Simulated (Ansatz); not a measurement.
## Electronic structure of BF2···HF (doublet) in real space

| atom | x (Å) | y (Å) | z (Å) |
| --- | --- | --- | --- |
| B | 0.0014 | -0.1962 | -0.2310 |
| H | 0.0063 | -0.7221 | 2.0867 |
| F | 1.1435 | 0.3603 | -0.5798 |
| F | -1.1506 | 0.3396 | -0.5793 |
| F | -0.0007 | 0.2184 | 2.0834 |

Level of theory: UKS B3LYP-D4/6-31G* in Ansatz 0.2.0.

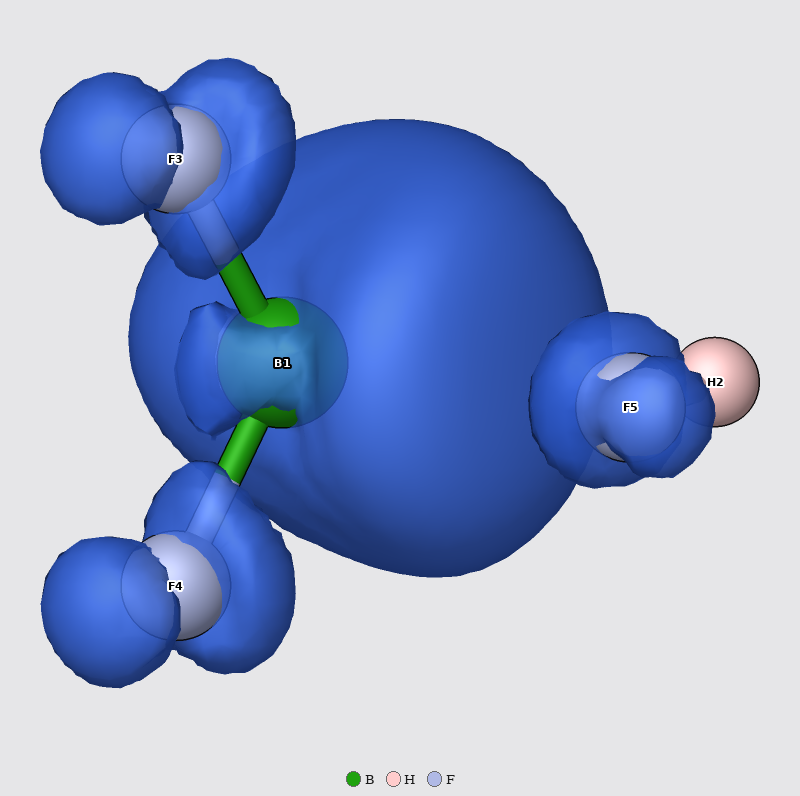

Figure 1. Isosurfaces of the spin density (α minus β) at +0.02 (blue) and −0.02 e/Å³ (red), seen at a tilt.

Question: Which atoms carry the spin?

Answer: The unpaired spin (1 electron) lies mostly on B1 (about 0.8), F3 (about 0.1) and F4 (about 0.1), in electrons by Hirshfeld's partition. Only one sign reaches the isovalue.

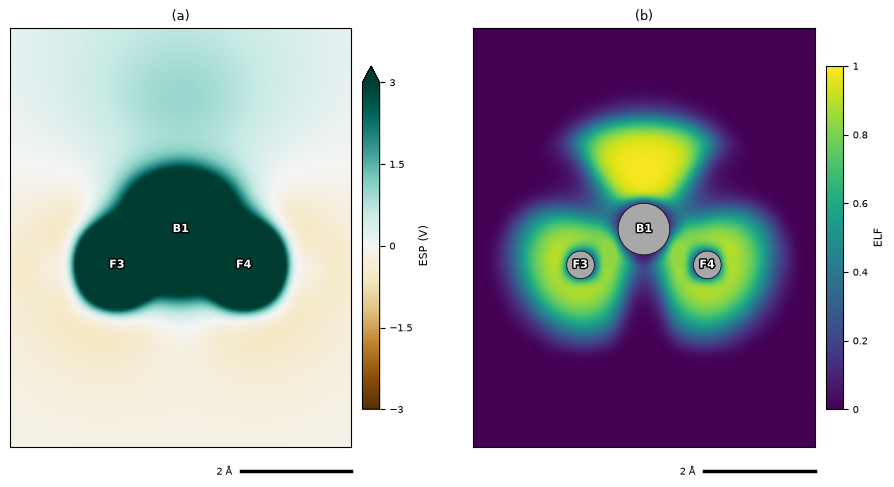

Figure 2. (a) molecular electrostatic potential; (b) electron localisation function on the plane of atoms F3, B1 and F4. Grey discs cover the atomic cores in the ELF map.

Question: Read the bonding off the picture.

Answer:
- The section cuts through B and F sites.
- B–F (1.32 Å): the ELF peaks at about 0.85 between the atoms; a polar covalent bond.
- The ELF also peaks beside F3, F4 and B1, away from the bonds: non-bonding electrons, paired or unpaired.
- Outside the dense part of the complex the potential is most negative (−0.6 V) near F3 and F4.

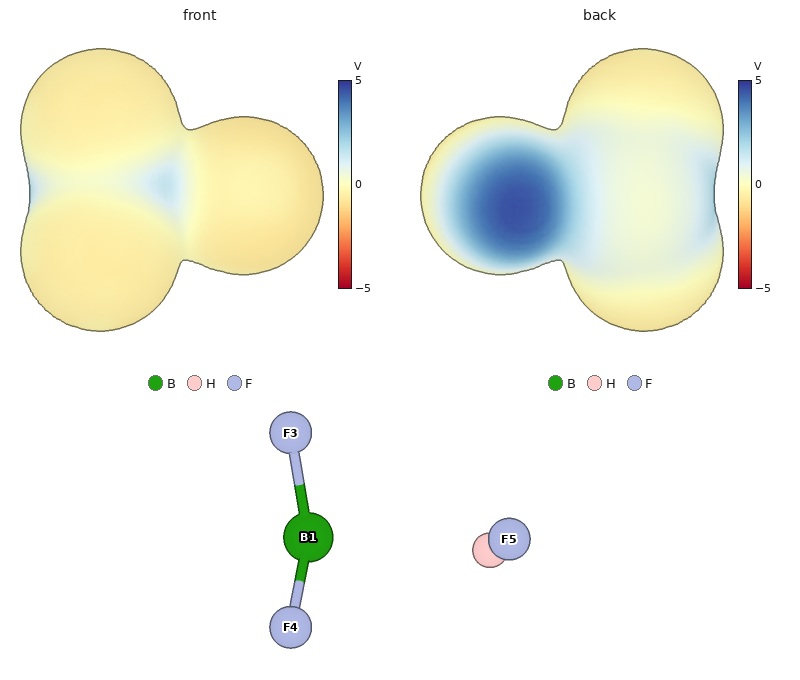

Figure 3. The electrostatic potential painted on the density surface at 0.004 e/bohr³, seen from the front and from behind; the colour scale runs from red (negative) to blue (positive). The bare structure is drawn below in the same view.

Question: Which sites attract a positive test charge, and which a negative one?

Answer: A positive charge is drawn to the negative regions and a negative charge to the positive ones. The most negative region (about −0.7 V) lies over F5, the most positive (about +4.5 V) over H2.
